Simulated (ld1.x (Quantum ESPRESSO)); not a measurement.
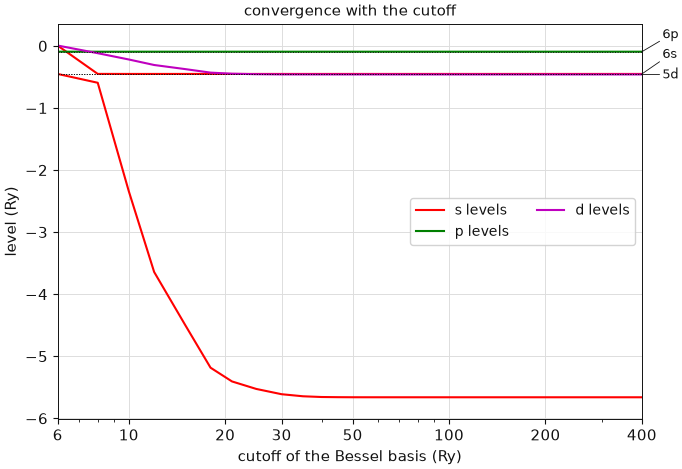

The pseudo-atom Hamiltonian at the reference potential is diagonalised in spherical Bessel functions (20 bohr box) up to the cutoff. Curves: the lowest levels of each channel that holds a bound state. Dotted lines: the all-electron valence levels.

Ld1.x (Quantum ESPRESSO) 7.5 input:

```
 &input
   title='Os', zed=76., rel=1, dft='PBE', iswitch=3,
   config='[Xe] 4f14 5d6 6s2 6p0'
 /
 &inputp
   pseudotype=3, lpaw=.true., tm=.true., lloc=-1, rcloc=1.80,
   nlcc=.true., new_core_ps=.true., rcore=1.50,
   which_augfun='PSQ', rmatch_augfun=1.55
 /
6
6S  1  0   2.00   0.00  2.35  2.80  0.0
6S  1  0   0.00   0.10  2.35  2.80  0.0
6P  2  1   0.00   0.00  2.80  2.95  0.0
6P  2  1   0.00   1.55  2.80  2.95  0.0
5D  3  2   6.00   0.00  1.50  1.90  0.0
5D  3  2   0.00   1.75  1.50  1.90  0.0
 &test
   configts(1)='5d6 6s2 6p0'
 /
```

Question: Check the spectrum for spurious states.

Answer: Ghost state below the valence levels: s at -77.0 eV. A ghost is a curve that settles on no dotted line: a bound state with no counterpart among the valence levels. In Ry: s -5.66.

Question: Read the all-electron valence levels.

Answer: 6s: -0.45 Ry; 6p: -0.09 Ry; 5d: -0.46 Ry.

Question: Does the ghost need a high cutoff to show?

Answer: The lowest s curve lies clearly below the lowest valence level of its channel from about 8 Ry on and ends at -5.66 Ry.
